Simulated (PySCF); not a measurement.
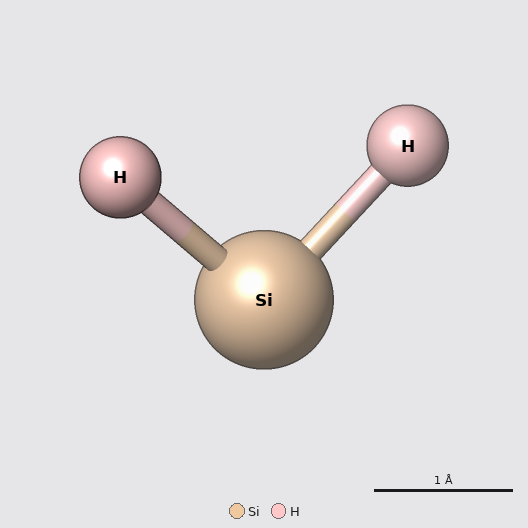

Distant atoms are faded towards the background colour. Computed geometry: PBE0-D3(BJ)/def2-SVP optimisation. No frequency run is at hand to confirm it as a minimum. Masses are those of the most abundant isotopes; constants are for the rigid equilibrium geometry.

### What kind of rotor is it, and what are its rotational constants in MHz?

An asymmetric top (C2v): A = 233337, B = 208782, C = 110189 MHz. Ray's parameter κ is 0.60, nearer the oblate limit.
